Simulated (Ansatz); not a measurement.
# BrFH3NOSi: small, medium and large basis sets

How large a basis does BrFH3NOSi need? Two functionals are run in growing sets.

The runs use Ansatz 0.2.0, Gaussian basis; one geometry, several basis sets.

Levels to be run: PBE0-D4/def2-SVP; ωB97M-V/def2-SVP; PBE0-D4/def2-QZVPP; ωB97M-V/def2-QZVPP; the functionals' def2-TZVPP values are taken from earlier runs.

## (1) The relaxed structure

All runs share one geometry, relaxed beforehand with PBE0-D4 in a triple-zeta def2 set.

SMILES `N[Si](O)(F)Br`, 8 atoms, charge 0, spin multiplicity 1.

Atoms are counted from 1 here; the program's logs count them from 0.

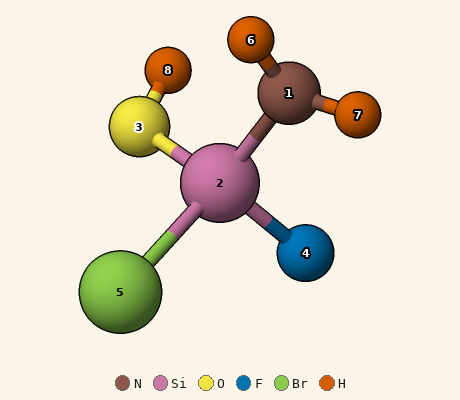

The structure; nitrogen brown, silicon pink, oxygen yellow, fluorine blue, bromine green, hydrogen orange; atoms are numbered from 1 in the order of the file.

## (2) PBE0-D4 in def2-SVP

File in.yaml:

```yaml
crystal:
  periodic: [false, false, false]
  atoms:
    - {symbol: N, position_ang: [-1.136136, 0.014838, 0.411751]}
    - {symbol: Si, position_ang: [0.361375, 0.118327, -0.367318]}
    - {symbol: O, position_ang: [1.477856, -0.801264, 0.365235]}
    - {symbol: F, position_ang: [0.091193, -0.334463, -1.863717]}
    - {symbol: Br, position_ang: [1.271588, 2.121401, -0.475509]}
    - {symbol: H, position_ang: [-1.213490, 0.265234, 1.384538]}
    - {symbol: H, position_ang: [-1.972677, 0.256037, -0.095934]}
    - {symbol: H, position_ang: [1.212592, -1.697309, 0.585155]}
basis:
  gaussian: {orbitals: def2-SVP}
hamiltonian: {xc: pbe0, dispersion: d4}
output: {orbitals: {seedname: orbitals}}
```

Started as:

```bash
$ ansatz run in.yaml --threads 4 --pin off --events-out ev --progress --plain --max-ram 10444MiB
```

The log of the run:

```text
Functional definition: PBE0
  name "PBE0"
  cite "Adamo & Barone, J. Chem. Phys. 110, 6158 (1999) doi:10.1063/1.478522"
  cite "Perdew, Burke & Ernzerhof, Phys. Rev. Lett. 77, 3865 (1996) doi:10.1103/PhysRevLett.77.3865"
  parent pbe
  parameter a = 0.25
  parameter kappa = 0.804
  parameter beta = 0.06672455060314922
  exchange = (1 - a)*pbe_x(kappa = kappa, mu = beta*pi^2/3) + a*exact_x
  correlation = pbe_c(beta = beta)
1024 factors; integrals over basis functions are off by at most 1.1e-3 eV
mean field evaluation 1: about -84189.9454 eV, gradient 6.8e1 eV
mean field evaluation 2: about -84182.9211 eV, gradient 9.0e1 eV
mean field evaluation 4: about -84198.1234 eV, gradient 3.0e0 eV
mean field evaluation 8: about -84198.2042 eV, gradient 2.0e-1 eV
mean field evaluation 16: about -84198.2042 eV, gradient 3.0e-5 eV
mean field -84198.20424321 eV, -3094.2269343455 hartree, gradient 3.0e-5 eV, S^2 0.000000; 0 other end points of the search recorded, 0 dependent functions left out
reference -84198.20426586 eV, -3094.2269351779 hartree; 38, 38 occupied and 69, 69 virtual orbitals, 1024 factors
Total energy: -84198.38064516 eV, -3094.2334169973 hartree
```

Wall time 1.4 s (4 threads of Arm Neoverse V1, shared host).

## (3) ωB97M-V in def2-SVP

in.yaml: that of step 2 with these lines changed.

```diff
@@ -13,3 +13,3 @@
   gaussian: {orbitals: def2-SVP}
-hamiltonian: {xc: pbe0, dispersion: d4}
+hamiltonian: {xc: {name: wB97M-V}}
 output: {orbitals: {seedname: orbitals}}
```

The command is unchanged.

The log of the run, shortened:

```text
Functional definition: wB97M-V
  name "wB97M-V"
  cite "Mardirossian & Head-Gordon, J. Chem. Phys. 144, 214110 (2016) doi:10.1063/1.4952647"
  cite "Becke, J. Chem. Phys. 107, 8554 (1997) doi:10.1063/1.475007"
  cite "Vydrov & Van Voorhis, J. Chem. Phys. 133, 244103 (2010) doi:10.1063/1.3521275"
  # Of w^i u^j: cxij and so on, Table III.
[...]
  gx(w, u) = 1 - cx + cx01*u + cx10*w
  gss(w, u) = css00 + css04*u^4 + css10*w + css20*w^2 + css43*w^4*u^3
  gos(w, u) = cos00 + cos10*w + (cos20 + cos21*u)*w^2 + (cos60 + cos61*u)*w^6
[...]
      + integral(e_c_pw_mod_opposite_spin*gos(b97_w_opposite, b97_u_opposite)) + vv10(b, c)
1024 factors; integrals over basis functions are off by at most 1.1e-3 eV
255 factors; integrals over basis functions are off by at most 6.3e-6 eV
[...]
mean field -84209.95125963 eV, -3094.6586292363 hartree, gradient 1.7e-5 eV, S^2 0.000000; 0 other end points of the search recorded, 0 dependent functions left out
reference -84209.95129464 eV, -3094.6586305231 hartree; 38, 38 occupied and 69, 69 virtual orbitals, 1024 factors
Total energy: -84209.95129464 eV, -3094.6586305231 hartree
```

Run time: 5 s. Hardware: 4 threads of Arm Neoverse V1, shared host.

## (4) PBE0-D4 in def2-QZVPP

in.yaml: that of step 3 with these lines changed.

```diff
@@ -12,4 +12,4 @@
 basis:
-  gaussian: {orbitals: def2-SVP}
-hamiltonian: {xc: {name: wB97M-V}}
+  gaussian: {orbitals: "def2-QZVPP.json"}
+hamiltonian: {xc: pbe0, dispersion: d4}
 output: {orbitals: {seedname: orbitals}}
```

Launched as before.

The log of the run:

```text
Functional definition: PBE0
  name "PBE0"
  cite "Adamo & Barone, J. Chem. Phys. 110, 6158 (1999) doi:10.1063/1.478522"
  cite "Perdew, Burke & Ernzerhof, Phys. Rev. Lett. 77, 3865 (1996) doi:10.1103/PhysRevLett.77.3865"
  parent pbe
  parameter a = 0.25
  parameter kappa = 0.804
  parameter beta = 0.06672455060314922
  exchange = (1 - a)*pbe_x(kappa = kappa, mu = beta*pi^2/3) + a*exact_x
  correlation = pbe_c(beta = beta)
1658 factors; their error is unknown
mean field evaluation 1: about -84209.0747 eV, gradient 8.1e1 eV
mean field evaluation 2: about -84196.4066 eV, gradient 1.1e2 eV
mean field evaluation 4: about -84219.6794 eV, gradient 5.6e0 eV
mean field evaluation 8: about -84219.9108 eV, gradient 2.9e-1 eV
mean field evaluation 16: about -84219.9108 eV, gradient 1.2e-5 eV
mean field -84219.91080195 eV, -3095.0246356658 hartree, gradient 1.2e-5 eV, S^2 0.000000; 0 other end points of the search recorded, 0 dependent functions left out
reference -84219.91083329 eV, -3095.0246368174 hartree; 38, 38 occupied and 382, 382 virtual orbitals, 1658 factors
Total energy: -84220.08721258 eV, -3095.0311186368 hartree
```

It took 9.5 s on 4 threads of Arm Neoverse V1, shared host; peak memory 1.6 GiB.

## (5) ωB97M-V in def2-QZVPP

in.yaml: that of step 4 with these lines changed.

```diff
@@ -13,3 +13,3 @@
   gaussian: {orbitals: "def2-QZVPP.json"}
-hamiltonian: {xc: pbe0, dispersion: d4}
+hamiltonian: {xc: {name: wB97M-V}}
 output: {orbitals: {seedname: orbitals}}
```

The command is unchanged.

The log of the run, shortened:

```text
Functional definition: wB97M-V
  name "wB97M-V"
  cite "Mardirossian & Head-Gordon, J. Chem. Phys. 144, 214110 (2016) doi:10.1063/1.4952647"
  cite "Becke, J. Chem. Phys. 107, 8554 (1997) doi:10.1063/1.475007"
  cite "Vydrov & Van Voorhis, J. Chem. Phys. 133, 244103 (2010) doi:10.1063/1.3521275"
  # Of w^i u^j: cxij and so on, Table III.
[...]
  gx(w, u) = 1 - cx + cx01*u + cx10*w
  gss(w, u) = css00 + css04*u^4 + css10*w + css20*w^2 + css43*w^4*u^3
  gos(w, u) = cos00 + cos10*w + (cos20 + cos21*u)*w^2 + (cos60 + cos61*u)*w^6
[...]
      + integral(e_c_pw_mod_opposite_spin*gos(b97_w_opposite, b97_u_opposite)) + vv10(b, c)
1607 factors; their error is unknown
299 factors; integrals over basis functions are off by at most 3.8e-5 eV
[...]
mean field -84231.68238605 eV, -3095.4572334025 hartree, gradient 5.1e-5 eV, S^2 0.000000; 0 other end points of the search recorded, 0 dependent functions left out
reference -84231.68243609 eV, -3095.4572352414 hartree; 38, 38 occupied and 382, 382 virtual orbitals, 1607 factors
Total energy: -84231.68243609 eV, -3095.4572352414 hartree
```

Wall time 20 s (4 threads of Arm Neoverse V1, shared host); peak memory 1.9 GiB.

## (6) Density functionals: the series

The def2-TZVPP values come from earlier runs at the same geometry.

| functional | basis | functions | energy (eV) | from the largest (eV) | HOMO (eV) | LUMO (eV) |
| --- | --- | --- | --- | --- | --- | --- |
| PBE0-D4 | def2-SVP | 107 | -84198.3806 | 21.707 | -7.88 | 0.85 |
| PBE0-D4 | def2-TZVPP | 225 | -84218.0006 | 2.087 | -8.07 | 0.29 |
| PBE0-D4 | def2-QZVPP | 420 | -84220.0872 | 0.000 | -8.12 | -0.03 |
| ωB97M-V | def2-SVP | 107 | -84209.9513 | 21.731 | -10.15 | 2.58 |
| ωB97M-V | def2-TZVPP | 225 | -84229.6903 | 1.992 | -10.36 | 1.80 |
| ωB97M-V | def2-QZVPP | 420 | -84231.6824 | 0.000 | -10.40 | 1.26 |

## (7) Outcome

| quantity | value |
| --- | --- |
| PBE0-D4: double and triple zeta above quadruple | 21.71, 2.09 eV |
| ωB97M-V: double and triple zeta above quadruple | 21.73, 1.99 eV |

What this shows: PBE0-D4 gains 19.62 eV from double to triple zeta, then 2.09 eV more. These are total energies; as a rule much of such shifts cancels in differences, which this series doesn't test. The LUMO of ωB97M-V is positive and keeps falling with the basis (2.58 to 1.26 eV): an unbound level that the basis holds in place.

For PBE0-D4 the largest set took about 7 times as long as the smallest (9.5 s against 1.4 s).
